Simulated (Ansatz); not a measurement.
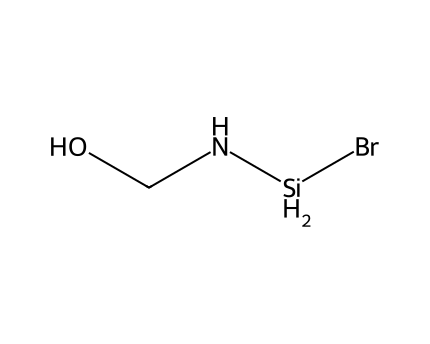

Source: calculation with Ansatz.

Q: Give its SMILES.

A: OCN[SiH2]Br

Q: What is the molecular formula?

A: CH6BrNOSi.

Q: An optimisation with PBE-D4/def2-SVP gave a structure of which point group?

A: C1. Other conformers may differ.
